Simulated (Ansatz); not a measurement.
## V2CO2 monolayer: phonons and vibrational spectra

Task: relax V2CO2 monolayer, then find its harmonic phonons.

Method: DFT PBEsol, scalar-relativistic, plane waves, PAW; PAW set soft_1, in Ansatz 0.2.0.

### Step 1. Set-up

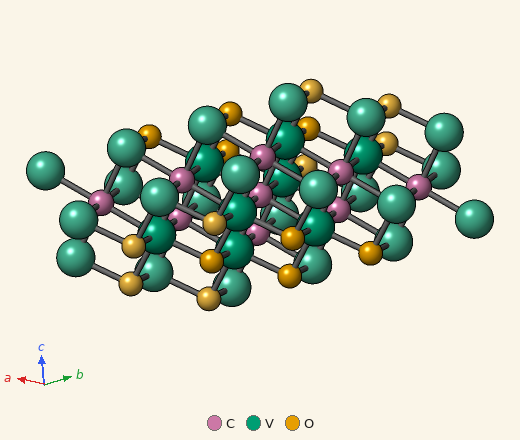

The starting structure, seen from a free direction (carbon pink, vanadium teal, oxygen orange). 2×2×1 cells are drawn. Some periodic images of atoms are drawn too.

The cell holds 5 atoms: 1 C, 2 V and 2 O. Its edges and angles: a = 2.900 Å, b = 2.900 Å, c = 20.000 Å, α = 90.0°, β = 90.0°, γ = 120.0°. Vacuum lies along c.

### Step 2. Bringing the structure to rest

The cell and atoms are relaxed, since residual forces and stress would shift the frequencies.

The program solves this slab on a cell height of its own, 32.6 Å, in place of the one typed.

Contents of input.yaml:

```yaml
crystal:
  lattice:
    - [2.9, 0.0, 0.0]
    - [-1.45, 2.51147, 0.0]
    - [0.0, 0.0, 20.0]
  atoms:
    - { symbol: C, position: [0.0, 0.0, 0.5] }
    - { symbol: V, position: [0.333333, 0.666667, 0.56] }
    - { symbol: V, position: [0.666667, 0.333333, 0.44] }
    - { symbol: O, position: [0.666667, 0.333333, 0.61] }
    - { symbol: O, position: [0.333333, 0.666667, 0.39] }
  periodic: [true, true, false]
kpoints:
  mp_grid: { grid: [15, 15, 1] }
hamiltonian:
  xc: pbesol
  pseudopotentials: { kind: paw, azcp: { folder: soft_1 }, xc_functional: pbe }
scf:
  occupations: { method: gaussian, width: 0.1 }
output:
  forces: true
  stress: true
  eigenvalues: true
  write_density: true
  write_potential: true
  elf: true
  volumetric_format: npy
relax:
  adjacent_minimum: "off"
  f_tol: 0.005
  max_steps: 80
  cell: { stress_2d_tol: 0.02 }
```

The run is started by

```console
> ansatz run input.yaml --threads 4 --pin off --max-ram 16384MiB --backend cpu --events-out ev --progress --plain --runs-dir out
```

Numbers of over 12 decimals in the logs are rounded to 6 here.

What it wrote:

```text
Warning: crystal.periodic: the lattice vector that does not repeat stood 0.000° off the slab's normal, 20.000 Å along it as the deck builds it. The run solves the slab on a vector along the normal, 32.600 Å long, with every atom where it was (on the deck's vector they left 15.60 Å outside them, and the widest stretch free of ions among them is 1.20 Å). A fractional position that the run reports is one of the run's ce [...]
Warning: the atoms were moved onto the symmetric positions of the space group found under crystal.symmetry.tolerance 1.0e-5 (fractional; no operation is sought that the atoms, as they stand in a round, miss by more than twice it, and no atom is moved by as much as it), and the run uses the moved positions. Before a round's move an operation carried an atom to 2.90e-6 Å from where it should land, the largest such dist [...]
crystal.periodic: the lattice vector that does not repeat stood 0.000° off the slab's normal, 20.000 Å along it as the deck builds it. The run solves the slab on a vector along the normal, 32.600 Å long, with every atom where it was (on the deck's vector they left 15.60 Å outside them, and the widest stretch free of ions among them is 1.20 Å). A fractional position that the run reports is one of the run's cell, which [...]
Engine: ansatz 0.2.0, aarch64-unknown-linux-gnu
Pseudopotentials: kind: paw
Pseudopotential: C, paw, valence charge 4, recommended cutoff 420 eV (normal), soft_1/C.paw.azcp
Pseudopotential: V, paw, valence charge 13, recommended cutoff 420 eV (normal), soft_1/V.paw.azcp
Pseudopotential: O, paw, valence charge 6, recommended cutoff 420 eV (normal), soft_1/O.paw.azcp
Functional definition: PBEsol
  exchange = pbesol_x
  correlation = pbesol_c
Crystal: 5 atoms, lattice volume = 237.434 Å³
Basis set: ecut = 420 eV, 4609 PW (Γ), exchange–correlation on 40×40×450 points (8 copies of the dense FFT grid, shifted against one another)
Bands: 26, of which v1, the nominal top of the filled ones, is band 21 counted from 1 (20 counted from 0)
Symmetry: 12 space group operations
Space group: P-3m1 (ITA 164), of the structure as read, at distance tolerance 6.2e-5 Å
k-points: 27 of 225
Non-local potential: C, projectors of the file, l = 0: 2, l = 1: 2, l = 2: 1
Non-local potential: V, projectors of the file, l = 0: 3, l = 1: 2, l = 2: 3, l = 3: 1
Non-local potential: O, projectors of the file, l = 0: 2, l = 1: 2, l = 2: 1
PAW form: soft (Blöchl's): semilocal exchange-correlation on the pseudo side does not see the compensation charge
PAW frozen core: C, regenerated for the run's functional, and the local potential with it (the file was generated under x = pbe(κ = 0.804, μ = 0.219515), c = pbe(β = 0.066725))
PAW frozen core: V, regenerated for the run's functional, and the local potential with it (the file was generated under x = pbe(κ = 0.804, μ = 0.219515), c = pbe(β = 0.066725))
PAW frozen core: O, regenerated for the run's functional, and the local potential with it (the file was generated under x = pbe(κ = 0.804, μ = 0.219515), c = pbe(β = 0.066725))
PAW one-centre angular grid: C, 110 points (default); XC on 64 Gauss nodes
PAW one-centre angular grid: V, 590 points (default); XC on 64 Gauss nodes
PAW one-centre angular grid: O, 110 points (default); XC on 64 Gauss nodes
Initial density: superposition of atomic densities (neutral atoms: chi_scale 0, normalization atom)
Initial wavefunctions: pseudopotential atomic-orbital guess
Functional: x = pbesol(κ = 0.804, μ = 0.123457), c = pbesol(β = 0.046)
SCF iter   1: F=—  HF=-7147.548015 eV  |F-HF|=—  |Δ(HF+E_count)|=         —  Δρ=1.03e-1  dr2=2.90e1  ethr=3.10e-3  ⟨swp⟩=9.9  Hψ=4973  notcnv=0
preconditioner: auto → LDOS  [metal: Δε(μ)=0.049 eV  Ē_g=10.138 eV  σ=0.100 eV  W_gap=0.26  n_scr=20 (ndim 8)  ℏωp=12.3 eV  f_vac=0.764  D(μ)=1.06/eV (n_scr^D=8)  β→1.0]
SCF iter   2: F=—  HF=-7163.095487 eV  |F-HF|=—  |Δ(HF+E_count)|=    1.55e1  Δρ=2.93e-1  dr2=2.20e2  ethr=3.10e-3  ⟨swp⟩=7.3  Hψ=2703  notcnv=0  defer=18  recentre
SCF iter   3: F=—  HF=-7142.856104 eV  |F-HF|=—  |Δ(HF+E_count)|=    2.02e1  Δρ=5.17e-2  dr2=7.60e0  ethr=3.10e-3  ⟨swp⟩=5.6  Hψ=2739  notcnv=0  defer=13
SCF iter   4: F=—  HF=-7141.755943 eV  |F-HF|=—  |Δ(HF+E_count)|=    1.10e0  Δρ=2.32e-2  dr2=1.70e0  ethr=3.10e-3  ⟨swp⟩=4.8  Hψ=1554  notcnv=0  defer=19
SCF iter   5: F=—  HF=-7141.481761 eV  |F-HF|=—  |Δ(HF+E_count)|=   2.74e-1  Δρ=4.12e-3  dr2=4.43e-2  ethr=3.10e-3  ⟨swp⟩=3.8  Hψ=1644  notcnv=0  defer=13
SCF iter   6: F=—  HF=-7141.485832 eV  |F-HF|=—  |Δ(HF+E_count)|=   4.07e-3  Δρ=4.24e-3  dr2=5.36e-2  ethr=1.05e-4  ⟨swp⟩=3.8  Hψ=1885  notcnv=0  defer=13
SCF iter   7: F=—  HF=-7141.478584 eV  |F-HF|=—  |Δ(HF+E_count)|=   7.25e-3  Δρ=1.10e-3  dr2=2.79e-3  ethr=1.05e-4  ⟨swp⟩=3.0  Hψ=1205  notcnv=0  defer=12
SCF iter   8: F=—  HF=-7141.478356 eV  |F-HF|=—  |Δ(HF+E_count)|=   2.29e-4  Δρ=2.56e-4  dr2=2.83e-4  ethr=6.64e-6  ⟨swp⟩=3.3  Hψ=1565  notcnv=0  defer=11
SCF iter   9: F=—  HF=-7141.478315 eV  |F-HF|=—  |Δ(HF+E_count)|=   4.04e-5  Δρ=1.43e-4  dr2=5.80e-5  ethr=6.74e-7  ⟨swp⟩=3.1  Hψ=1247  notcnv=0  defer=11
SCF iter  10: F=—  HF=-7141.478256 eV  |F-HF|=—  |Δ(HF+E_count)|=   5.90e-5  Δρ=2.49e-5  dr2=7.98e-7  ethr=1.38e-7  ⟨swp⟩=3.1  Hψ=1221  notcnv=0  defer=11
SCF iter  11: F=—  HF=-7141.478256 eV  |F-HF|=—  |Δ(HF+E_count)|=   1.82e-7  Δρ=1.26e-5  dr2=4.34e-7  ethr=1.90e-9  ⟨swp⟩=3.4  Hψ=1681  notcnv=0  defer=11
SCF iter  12: F=-7141.478256 eV  HF=-7141.478256 eV  |F-HF|=3.36e-8  |Δ(HF+E_count)|=   3.82e-8  Δρ=2.37e-6  dr2=7.10e-9  ethr=2.38e-10  ⟨swp⟩=20.6  Hψ=8989  notcnv=0
SCF 1 converged in 12 iterations: F = -7141.478256 eV  dr2 = 7.10e-9
  greatest PAW one-centre occupation: 1.000 electrons in one spin orbital (limit 2), on the V atom at site 2 (counted from 0), in its partial waves of l = 0
relax step   1: F+E_penalty+E_count = -7141.47825629 eV  Δ(F+E_penalty+E_count) = +0.000e0 eV  max|allowed force component| = 3.858e-1 eV/Å  Δτ_max = 0.0000 Å  P = -5.726 N/m  Ω = 237.434 Å³  fix = [c, alpha, beta]  reactions: c +0.000 N/m  (12 SCF iters, dr2 threshold 1.00e-7 eV, accepted)
Crystal: 5 atoms, lattice volume = 233.686 Å³
Basis set: ecut = 420 eV, 4585 PW (Γ), exchange–correlation on 40×40×450 points (8 copies of the dense FFT grid, shifted against one another)
Initial density: handed on by an earlier stage of this run
Initial wavefunctions: those handed on with the density
iter 1 solved again at ethr=6.17e-5 eV; its pass at ethr=3.10e-3 eV (dr2=2.59e-2 eV) is discarded
[...]
preconditioner: auto → LDOS  [metal: Δε(μ)=0.092 eV  Ē_g=8.121 eV  σ=0.100 eV  W_gap=0.49  n_scr=20 (ndim 8)  ℏωp=12.4 eV  f_vac=0.781  D(μ)=1.35/eV (n_scr^D=10)  β→1.0]
SCF iter   2: F=—  HF=-7141.529056 eV  |F-HF|=—  |Δ(HF+E_count)|=   2.43e-3  Δρ=2.54e-3  dr2=2.28e-2  ethr=2.12e-5  ⟨swp⟩=3.3  Hψ=1616  notcnv=0  recentre
SCF iter   3: F=—  HF=-7141.525037 eV  |F-HF|=—  |Δ(HF+E_count)|=   4.02e-3  Δρ=3.56e-4  dr2=3.99e-4  ethr=2.12e-5  ⟨swp⟩=3.0  Hψ=1296  notcnv=0
SCF iter   4: F=—  HF=-7141.525030 eV  |F-HF|=—  |Δ(HF+E_count)|=   7.26e-6  Δρ=1.25e-4  dr2=1.78e-5  ethr=9.51e-7  ⟨swp⟩=3.0  Hψ=1379  notcnv=0
SCF iter   5: F=—  HF=-7141.525019 eV  |F-HF|=—  |Δ(HF+E_count)|=   1.08e-5  Δρ=3.08e-5  dr2=2.24e-6  ethr=4.23e-8  ⟨swp⟩=3.8  Hψ=1695  notcnv=0
SCF iter   6: F=-7141.525020 eV  HF=-7141.525020 eV  |F-HF|=7.41e-8  |Δ(HF+E_count)|=   2.74e-7  Δρ=1.21e-5  dr2=4.39e-7  ethr=1.19e-9  ⟨swp⟩=22.1  Hψ=8884  notcnv=0
SCF 3 converged in 6 iterations: F = -7141.525020 eV  dr2 = 4.39e-7
relax step   3: F+E_penalty+E_count = -7141.52501952 eV  Δ(F+E_penalty+E_count) = -6.895e-3 eV  max|allowed force component| = 1.395e-2 eV/Å  Δτ_max = 0.0096 Å  P = +0.106 N/m  Ω = 231.739 Å³  energy of the carried Pulay correction = +4.360e-3 eV  fix = [c, alpha, beta]  reactions: c +0.000 N/m  (6 SCF iters, dr2 threshold 5.00e-7 eV, accepted)
[...]
relax step   4: F+E_penalty+E_count = -7141.52505056 eV  Δ(F+E_penalty+E_count) = -3.104e-5 eV  max|allowed force component| = 4.163e-3 eV/Å  Δτ_max = 0.0019 Å  P = +0.019 N/m  Ω = 231.743 Å³  energy of the carried Pulay correction = +4.356e-3 eV  fix = [c, alpha, beta]  reactions: c +0.000 N/m  (5 SCF iters, dr2 threshold 1.35e-8 eV, accepted)
[...]
relax step   5: F+E_penalty+E_count = -7141.52125761 eV  Δ(F+E_penalty+E_count) = +3.793e-3 eV  max|allowed force component| = 3.831e-3 eV/Å  Δτ_max = 0.0000 Å  P = -0.076 N/m  Ω = 231.743 Å³  fix = [c, alpha, beta]  reactions: c -0.000 N/m  stress off target by 7.61e-2 N/m on what of the cell is left free  SCF on the basis re-selected at this cell (its energy is not comparable with the rows above)  (7 SCF iters)
[...]
relax step   6: F+E_penalty+E_count = -7141.52132233 eV  Δ(F+E_penalty+E_count) = -6.472e-5 eV  max|allowed force component| = 1.030e-3 eV/Å  Δτ_max = 0.0001 Å  P = +0.002 N/m  Ω = 231.668 Å³  energy of the carried Pulay correction = +5.861e-5 eV  fix = [c, alpha, beta]  reactions: c +0.000 N/m  (5 SCF iters, dr2 threshold 6.98e-9 eV, accepted)
iter 1 solved again at ethr=1.61e-7 eV; its pass at ethr=3.10e-3 eV (dr2=6.76e-5 eV) is discarded
SCF iter   1: F=—  HF=-7141.521284 eV  |F-HF|=—  |Δ(HF+E_count)|=         —  Δρ=1.90e-6  dr2=3.33e-9  ethr=1.61e-7  ⟨swp⟩=6.6  Hψ=8328  notcnv=0
eigensolver tolerance schedule: the retry pair's looser diagonalisation over-reported the residual by 20317.73 of it (diagonalisation noise at an unbounded share of the residual, at the tolerance the schedule requests for it); recorded, not acted on — ethr = c·dr2/N_el stays at c = 1.0e-1
SCF iter   2: F=—  HF=-7141.521258 eV  |F-HF|=—  |Δ(HF+E_count)|=   2.62e-5  Δρ=2.08e-6  dr2=8.85e-9  ethr=7.92e-12  ⟨swp⟩=6.9  Hψ=3273  notcnv=0
SCF iter   3: F=—  HF=-7141.521258 eV  |F-HF|=—  |Δ(HF+E_count)|=  1.86e-10  Δρ=8.60e-7  dr2=9.46e-10  ethr=7.92e-12  ⟨swp⟩=3.4  Hψ=1649  notcnv=0
SCF iter   4: F=—  HF=-7141.521258 eV  |F-HF|=—  |Δ(HF+E_count)|=  5.46e-12  Δρ=4.21e-7  dr2=1.98e-10  ethr=2.25e-12  ⟨swp⟩=3.0  Hψ=1268  notcnv=0
SCF iter   5: F=—  HF=-7141.521258 eV  |F-HF|=—  |Δ(HF+E_count)|=  1.69e-10  Δρ=1.20e-7  dr2=3.45e-11  ethr=1.00e-12  ⟨swp⟩=2.7  Hψ=1124  notcnv=0
SCF iter   6: F=-7141.521258 eV  HF=-7141.521258 eV  |F-HF|=4.46e-11  |Δ(HF+E_count)|=  1.55e-10  Δρ=2.72e-8  dr2=2.20e-12  ethr=1.00e-12  ⟨swp⟩=11.4  Hψ=5329  notcnv=0
SCF 7 converged in 6 iterations: F = -7141.521258 eV  dr2 = 2.20e-12
relax step   7: F+E_penalty+E_count = -7141.52125785 eV  Δ(F+E_penalty+E_count) = +6.448e-5 eV  max|allowed force component| = 1.017e-3 eV/Å  Δτ_max = 0.0000 Å  P = +0.001 N/m  Ω = 231.668 Å³  fix = [c, alpha, beta]  reactions: c +0.000 N/m  stress off target by 5.48e-4 N/m on what of the cell is left free  SCF on the basis re-selected at this cell (its energy is not comparable with the rows above)  (6 SCF iters)
basis re-selected at this cell: Δ(F+E_penalty+E_count) = +6.448e-5 eV, ΔP = -0.001 N/m vs the last step (what re-selecting the basis moved, of the pressure what is left beyond the Pulay correction that the steps carried, after the strain that the cell walked since its last selection, with what the two solves' SCF thresholds leave and, on support functions, any second-order correction that the steps lacked; it is no m [...]
WARN: The output density's exchange-correlation potential varies sharply where the density is thin. Do not read a vacuum level from v_tot or v_xc, or from such a field of the output density. On a cell that repeats whose density bears no net charge and no dipole along the vacuum's axis use v_es (v_loc + v_h of the components); under efield.dipole_correction with no amplitude use v_es + v_field, which holds any externa [...]
SCF converged after 6 iterations
Free energy (F): -7141.521258 eV
Harris-Foulkes:  -7141.521258 eV  (|F-HF|=4.46e-11)
Internal energy: -7141.514391 eV  (E = F + TS)
E sigma→0 (E₀):  -7141.517825 eV
Entropy (-TS):   -0.006867 eV (-1.373 meV/atom)
Fermi energy:    -6.586558 eV
--- Per-component energies (eV) ---
  E_band       = -1187.475599
  E_kinetic    = 1015.097162
  E_local      = -145582.624457  (includes V_loc(G=0)·N_el)
  E_nonlocal   = 288.569933
  E_hartree    = 72067.937916
  E_xc         = -418.763532
  E_vxc        = -532.343862  (∫ρ·V_xc dr)
  E_paw        = -2603.838617  (= ΣΔE_a)
  E_vpaw       = -512.053556  (= ΣTr[D̂ρ^β])
  E_aug_tail   = 0.003599  (compensation charges beyond the density's cutoff)
  E_ewald      = 68091.712569
  E_core_change = 0.391035  (= ΣΔE_core)
  E_smearing   = -0.006867  (= −TS)
  E_closure    = -0.000000  (closes the sum)
  Σ components = -7141.521258   (vs F -7141.521258, Δ=0.00e0)
--- Forces (eV/Å), atoms counted from 1 ---
  atom   1  C     -0.00000000    -0.00000000     0.00000000
  atom   2  V      0.00000000     0.00000000    -0.00101666
  atom   3  V     -0.00000000    -0.00000000     0.00101666
  atom   4  O     -0.00000000    -0.00000000     0.00067330
  atom   5  O      0.00000000     0.00000000    -0.00067330
  max |Σ_I F_I| component: 3.70e-17 eV/Å
--- 2D stress c σ (N/m, compression-positive) ---
        0.000548       0.000000      -0.000000
        0.000000       0.000548       0.000000
       -0.000000       0.000000       0.000000
  P = ½ c Tr σ = 0.0005 N/m
--- Band table (eV; the first three rows and the last of 27) ---
  k-point 0: bands = [... 17 lower, -8.1726, -7.4425, -7.4425, -7.3454, -7.3454, -6.2465, -6.2228, -6.2228, ... 1 higher]
  k-point 1: bands = [... 17 lower, -8.1898, -8.0661, -8.0147, -7.0200, -6.8222, -6.2625, -6.1659, -6.0096, ... 1 higher]
  k-point 2: bands = [... 17 lower, -9.1693, -8.5668, -8.0314, -7.0852, -6.5402, -6.0529, -5.8508, -5.6964, ... 1 higher]
  k-point 26: bands = [... 17 lower, -10.8523, -10.1730, -10.1730, -6.3384, -6.0842, -6.0842, -4.9338, -4.9338, ... 1 higher]
--- Relaxed structure (5 steps of the walk, 5 accepted, 2 SCFs on fresh bases) ---
  F+E_penalty+E_count = -7141.52125785 eV   max|allowed force component| = 1.017e-3 eV/Å   (the final SCF, on the basis selected at the relaxed cell)
  cell:  # Å, volume = 231.6675 Å³
    - [2.864563, 0.0, 0]
    - [-1.432282, 2.480785, 0]
    - [0, 0, 32.6]
  atoms:
    - { symbol: C, position: [0, 0, 0.306748] }
    - { symbol: V, position: [0.333333, 0.666667, 0.342894] }
    - { symbol: V, position: [0.666667, 0.333333, 0.270603] }
    - { symbol: O, position: [0.666667, 0.333333, 0.373940] }
    - { symbol: O, position: [0.333333, 0.666667, 0.239557] }
```

Wall time 33 s (4 threads of Arm Neoverse V1, shared host); peak memory 0.63 GiB; 2.1 min of CPU time.

This run has no spin polarisation, although V can carry a moment.

Step by step:

```tsv
step	energy less that of the first step (eV)	largest force component (eV/Å)	volume (Å³)
1	0.0000	0.3858	237.43
2	-0.0399	0.1626	233.69
3	-0.0468	0.0140	231.74
4	-0.0468	0.0042	231.74
5*	-0.0430	0.0038	231.74
6	-0.0431	0.0010	231.67
7*	-0.0430	0.0010	231.67
```

Relaxation steps marked * repeat the geometry before them on a plane-wave basis chosen anew for their cell, so energy and pressure can jump there.

Forces are held to the 12 operations that the run works with; a distortion that breaks them can't arise in this run.

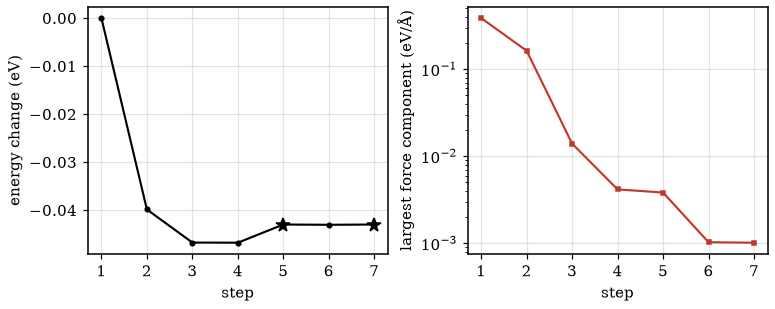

Energy and largest force along the relaxation. Stars mark steps on a basis chosen anew.

```tsv
cell as run	before	after	change
a (Å)	2.900	2.865	-1.2 %
b (Å)	2.900	2.865	-1.2 %
```

The atoms that moved most (Å, along periodic axes as changes of fractional coordinates times the final cell, across vacuum about the mean position):

```tsv
atom	dx	dy	dz	length
V3	0.000	0.000	0.022	0.022
V2	0.000	0.000	-0.022	0.022
O4	0.000	0.000	-0.010	0.010
O5	0.000	0.000	0.010	0.010
```

The relaxed structure:

```xyz
5
Lattice="2.8646 0.0000 0.0000 -1.4323 2.4808 0.0000 0.0000 0.0000 32.6000" Properties=species:S:1:pos:R:3
C     0.0000    0.0000   10.0000
V     0.0000    1.6539   11.1784
V     1.4323    0.8269    8.8216
O     1.4323    0.8269   12.1905
O     0.0000    1.6539    7.8095
```

Numbers from this step:

```
gap on the k-mesh : 0 eV
area per atom     : 1.421 Å²
```

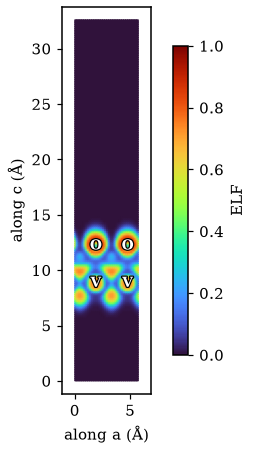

ELF in the ac plane at fractional y = 0.333, with atoms of V and O within 0.2 Å of it. It is the smooth field of the valence electrons, not physical close to the nuclei.

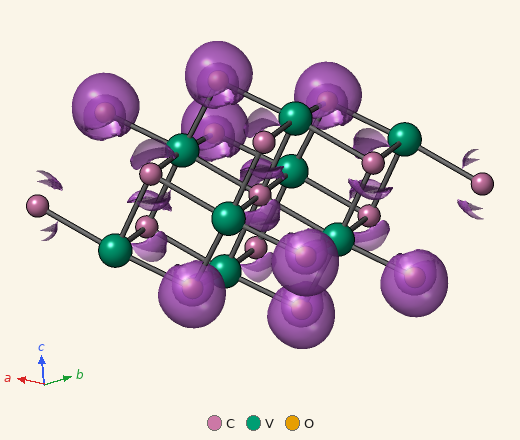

Surface of ELF = 0.78. 2×2×1 cells are drawn.

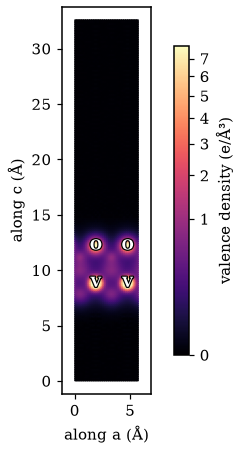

Valence density in the ac plane at fractional y = 0.333, with atoms of V and O within 0.2 Å of it. It is the smooth field of the valence electrons, not physical close to the nuclei. The colour scale is stretched toward low values.

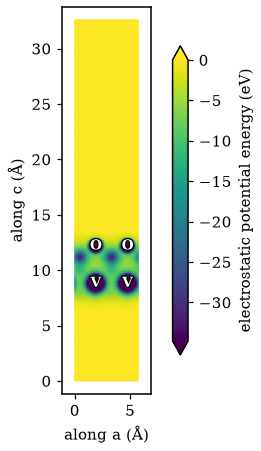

Electrostatic potential energy in the ac plane at fractional y = 0.333, with atoms of V and O within 0.2 Å of it. With pseudopotentials it is smooth inside the atoms' cores, unlike the true potential.

(Continued in part 2 of 2.)

[Logs are printed without paths, hosts, clocks, repeated set-up lines and the standing remarks that a program may print on its own settings, such as how far it seeks lower states.]

[Hosts, paths, dates, database ids (printed as entryN), source tags and the programs' standing remarks are cut or masked in the printed files.]
